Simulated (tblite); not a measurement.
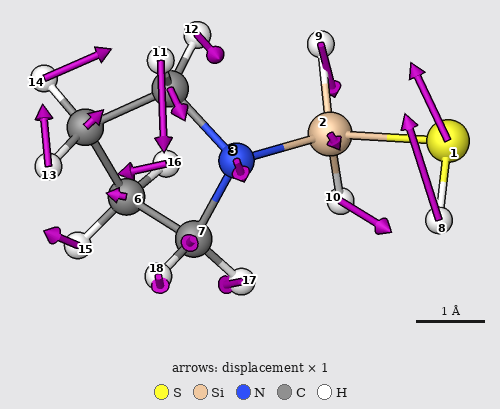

This is a relaxation of C4H11NSSi. The starting structure is drawn; purple arrows show the displacements, at their true length. The two geometries are superimposed by the best rigid fit.

The picture is a ball-and-stick view, seen at a tilt.

The calculation used tblite 0.8.0, GFN2-xTB geometry optimisation, gas phase. 

**Describe the change and its energy.**

The largest move after the best rigid fit is that of an H atom, 1.71 Å. Largest moves by element: H 1.71 Å, S 1.32 Å, C 0.65 Å, N 0.53 Å, Si 0.33 Å. Near-neighbour distances that change, for instance: N–Si 1.800 → 1.712 Å, H–S 1.406 → 1.323 Å, C–C 1.505 → 1.538 Å, C–H 1.125 → 1.097 Å. Among the angles between lasting bonds that change: Si–N–C 106.0° → 120.6°, Si–N–C 110.3° → 124.3°, Si–S–H 105.8° → 96.5°. Groups turn about N–Si by about 65°, C–C by about 60°, C–C by about 50°. After 207 geometry steps the energy has fallen by 20.6 kcal/mol.
